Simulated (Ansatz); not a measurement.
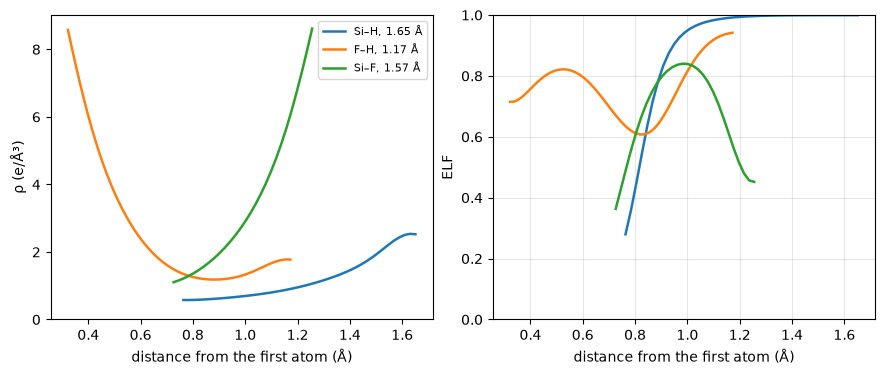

The picture shows: F4H2Si. Total electron density and electron localisation function along straight lines between neighbouring atoms. The curves leave out the atomic cores.

A transition-state structure; geometry: PBE0-D4/def2-TZVP.

These are results of RKS PBE0-D4/def2-TZVPP in Ansatz, not measurements.

```xyz
7

Si   -0.3423    0.2080   -0.0157
F     1.0354   -0.3421    1.0975
F    -1.1553    0.3402   -1.3763
F    -0.0174    1.7103    0.3021
F    -1.3917   -0.5056    0.9079
H     1.1570   -0.7191   -0.0059
H     0.7144   -0.6916   -0.9096
```

Question: Compare the contacts.

Answer: Si–H (1.65 Å): ρ is about 0.59 e/Å³ halfway; the ELF climbs to about 1 towards the hydrogen, as it does in any bond to H.
F2···H6 (1.17 Å): the density falls to about 1.2 e/Å³ on the way; the ELF climbs to about 0.90 towards the hydrogen.
Si–F (1.57 Å): ρ at the midpoint is about 1.3 e/Å³; the ELF peaks at about 0.85 in the valence shell of F, 0.6 Å from its nucleus, and is about 0.55 at the midpoint.
